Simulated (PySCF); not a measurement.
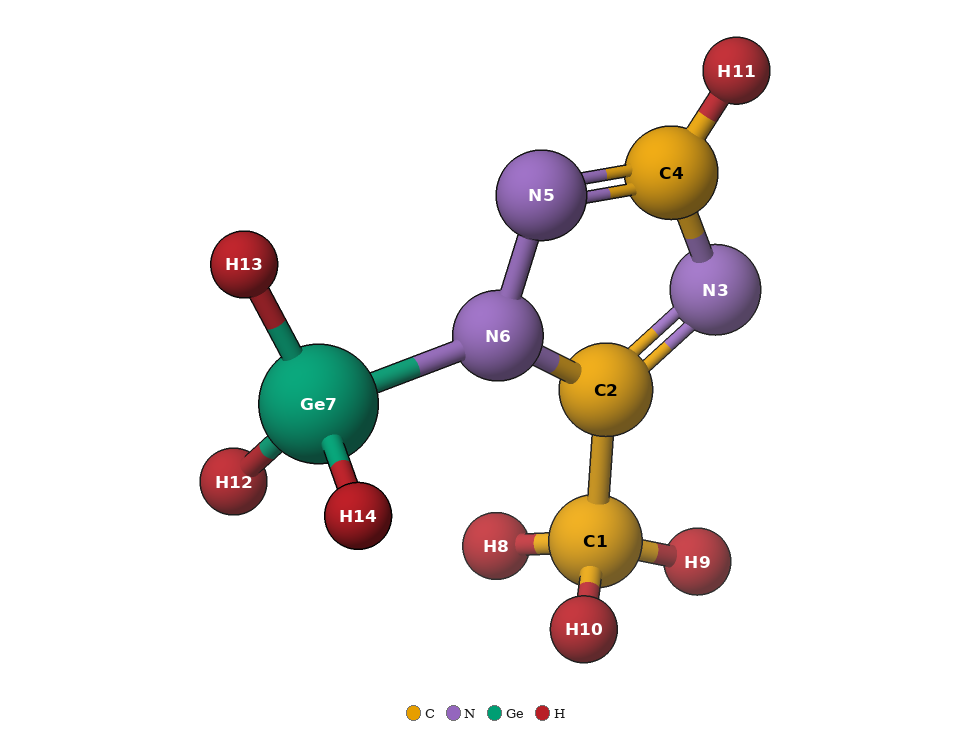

The geometry was computed by an optimisation with GFN2-xTB. No frequency run is at hand to confirm it as a minimum. Method: B3LYP/pcJ-1 (pcSseg-1 on Ge) indirect spin-spin coupling, non-relativistic, gas phase (PySCF 2.14.0). Isotopes: 13C, 1H, 15N.

Give the spin–spin coupling constants of these pairs, with the number of bonds between them: C2/N6, C4/N5, N5/N6, C4/N6, C1/N5, N3/H10, N3/H9, N5/H13.

```
   pair  bonds apart  J (Hz)
 C2, N6            1    −5.2
 C4, N5            1     1.5
 N5, N6            1   −14.1
 C4, N6            2    −1.0
 C1, N5            3     0.7
N3, H10            3    −2.2
 N3, H9            3    −1.7
N5, H13            3    −2.6
```

The geometry is semi-empirical. Around Ge such bond lengths and angles can be off by a tenth of an ångström or more and by several degrees, and values that hang on the shape move with them.
